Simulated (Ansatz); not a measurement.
**Run report: Ga₄N₄H₄Cl₄ (charge −1), single-point calculation**

- system: Ga₄N₄H₄Cl₄ ((ClGaNH)4 cubane), charge −1, multiplicity 2
- method: UKS PBE0-D4/def2-TZVP (Ansatz 0.2.0)

The geometry comes from this level: PBE-D4/def2-SVP.

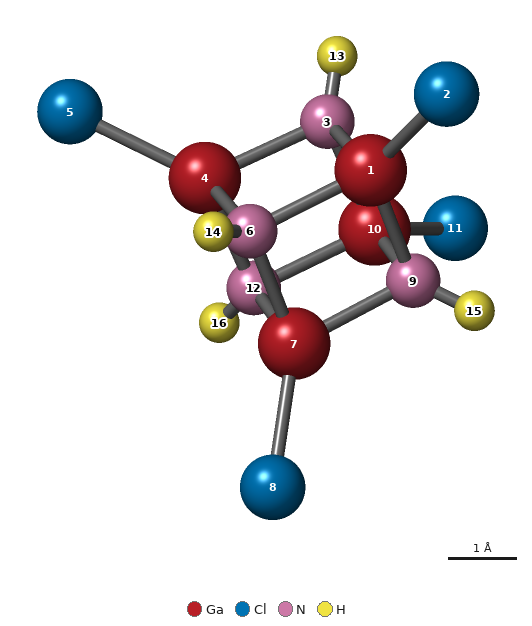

*The structure (ball-and-stick view, seen at a tilt; atoms are numbered from 1 in the order of the input). Sticks mark near contacts.*

### Summary

- outcome: converged
- total energy: −265596.2207 eV
- mean-field energy: −265595.2656 eV
- dispersion energy: −0.9550 eV
- ⟨S²⟩: 0.753
- SCF solution under orbital rotations: stable
- HOMO (either spin): 0.14 eV
- LUMO (either spin): 1.44 eV
- hardware: 2 CPU threads, shared host
- wall time: 11 s (CPU time 9.4 s)
- peak memory: 1 GiB

The highest filled orbital lies above zero: either the extra electron isn't bound at this level, or the self-interaction error of the functional lifts the level.

### The input
```yaml
crystal:
  periodic: [false, false, false]
  atoms:
    - {symbol: Ga, position_ang: [-1.172815, 1.273705, -0.395174]}
    - {symbol: Cl, position_ang: [-2.662890, 2.891897, -0.897417]}
    - {symbol: N, position_ang: [0.788722, 1.512974, -0.020343]}
    - {symbol: Ga, position_ang: [1.287191, -0.019799, -1.223474]}
    - {symbol: Cl, position_ang: [2.922620, -0.045001, -2.777779]}
    - {symbol: N, position_ang: [-0.678803, -0.308252, -1.534854]}
    - {symbol: Ga, position_ang: [-0.820860, -1.574742, 0.021164]}
    - {symbol: Cl, position_ang: [-1.863966, -3.575322, 0.048055]}
    - {symbol: N, position_ang: [-1.236691, 0.019003, 1.175475]}
    - {symbol: Ga, position_ang: [0.706585, 0.320777, 1.597474]}
    - {symbol: Cl, position_ang: [1.603897, 0.728635, 3.627150]}
    - {symbol: N, position_ang: [1.126879, -1.223793, 0.379724]}
    - {symbol: H, position_ang: [1.262923, 2.422627, -0.032563]}
    - {symbol: H, position_ang: [-1.086961, -0.493555, -2.457652]}
    - {symbol: H, position_ang: [-1.980219, 0.030414, 1.882242]}
    - {symbol: H, position_ang: [1.804397, -1.959570, 0.607952]}
basis:
  gaussian: {orbitals: def2-TZVP, fitting: {mean_field: def2-universal-jkfit}, initial_orbitals: start.molden}
total_charge: -1
magnetization: {spin_polarized: true, initial_magnetization: 1}
hamiltonian: {xc: pbe0, dispersion: d4}
scf: {omitted_lower_state_checks: [starts]}
output: {orbitals: {seedname: orbitals}}
```

Launch command:
```bash
ansatz run in.yaml --threads 2 --pin off --events-out ev --progress --plain --max-ram 32768MiB --backend cuda --devices 0, --max-vram 18GiB
```

### Output
```
Functional definition: PBE0
  name "PBE0"
  cite "Adamo & Barone, J. Chem. Phys. 110, 6158 (1999) doi:10.1063/1.478522"
  cite "Perdew, Burke & Ernzerhof, Phys. Rev. Lett. 77, 3865 (1996) doi:10.1103/PhysRevLett.77.3865"
  parent pbe
  parameter a = 0.25
  parameter kappa = 0.804
  parameter beta = 0.06672455060314922
  exchange = (1 - a)*pbe_x(kappa = kappa, mu = beta*pi^2/3) + a*exact_x
  correlation = pbe_c(beta = beta)
these checks for a lower state are left out or cut short: starts
1956 factors; integrals over basis functions are off by at most 4.0e-1 eV
mean field evaluation 1: about -265586.9063 eV, gradient 2.1e2 eV
mean field evaluation 2: about -265594.7513 eV, gradient 9.5e0 eV
mean field evaluation 4: about -265595.2746 eV, gradient 3.1e-3 eV
mean field -265595.26559551 eV, -9760.4459836979 hartree, gradient 6.8e-5 eV, S^2 0.752732; 0 other end points of the search recorded, 0 dependent functions left out
reference -265595.26564425 eV, -9760.4459854892 hartree; 113, 112 occupied and 375, 376 virtual orbitals, 1956 factors
Total energy: -265596.22068474 eV, -9760.4810825800 hartree
Checks for a lower state left out: starts
```

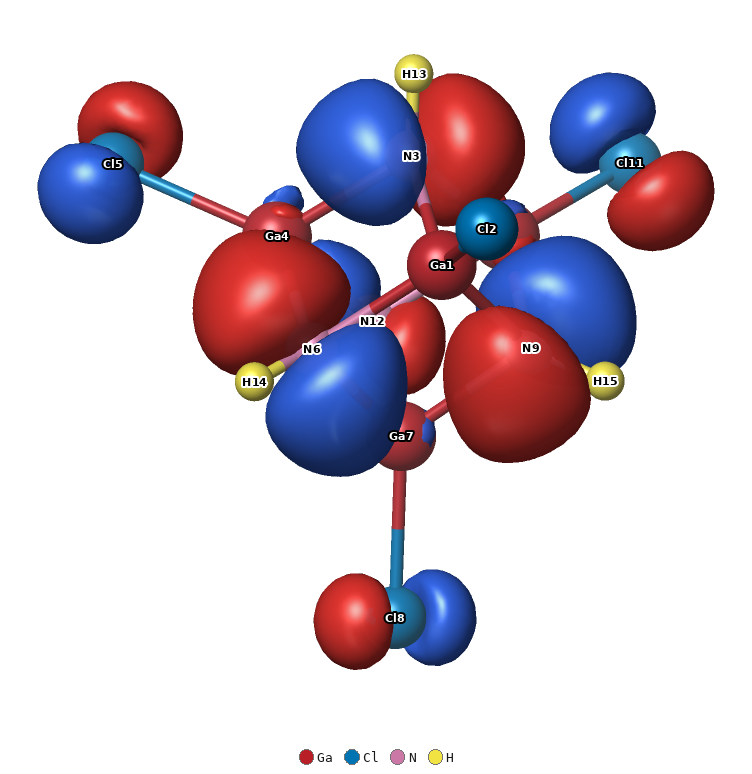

*The HOMO−1 (α) at ±0.08 Å⁻³ᐟ² (red and blue are the two phases), seen at a tilt.*

It lies mainly on N3 (20 %), N6 (20 %) and N9 (20 %). Its energy is −4.57 eV.

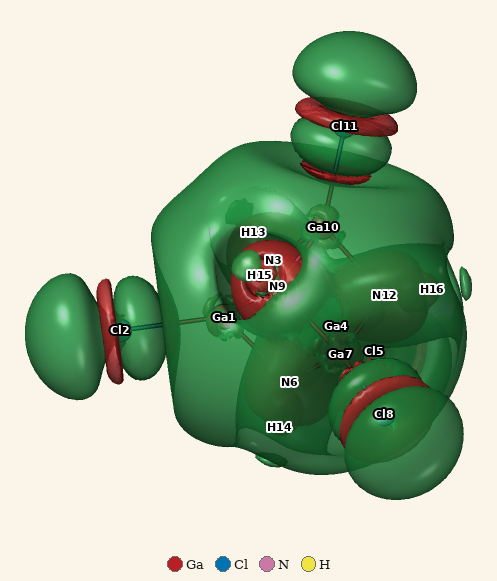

*Isosurfaces of the spin density at +0.0008 (green) and −0.0008 e/Å³ (red), seen at an oblique angle.*

The unpaired spin (1 electron) lies mostly on Ga1 (about 0.1), Ga4 (about 0.1), Ga7 (about 0.1), Ga10 (about 0.1) and Cl2 (about 0.1), in electrons by Hirshfeld's partition.

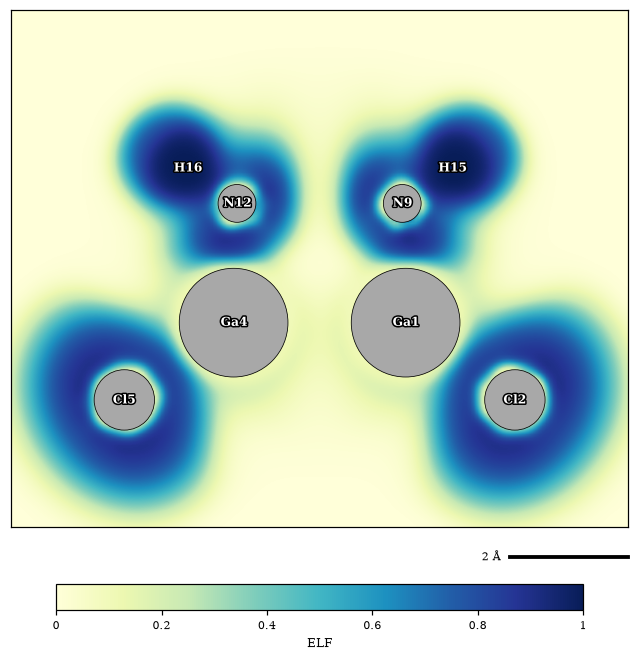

*ELF on the plane of atoms Ga1, N9 and H15. Grey discs, where drawn, cover atomic cores.*

Atoms in the plane: Ga, Cl, N and H. Ga–N (2.01 Å): the ELF peaks at about 0.90 in the valence shell of N, 0.6 Å from its nucleus, and is about 0.35 at the midpoint. Ga–Cl (2.26 Å): the ELF peaks at about 0.80 in the valence shell of Cl, 0.8 Å from its nucleus, and is about 0.60 at the midpoint.

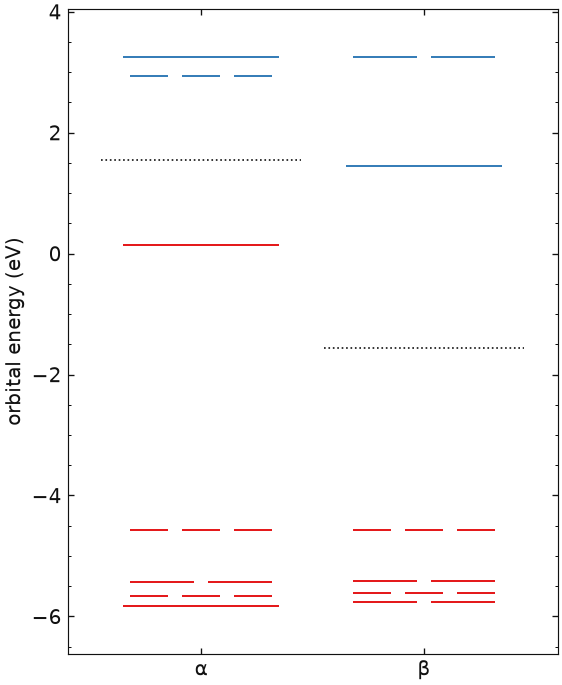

*Orbital energies near the frontier for α and β spins; the dotted line parts filled from empty levels, and levels within 0.02 eV of each other stand side by side.*

α: highest filled 0.14 eV, lowest empty 2.94 eV, 2.80 eV apart; β: highest filled −4.57 eV, lowest empty 1.44 eV, 6.01 eV apart.
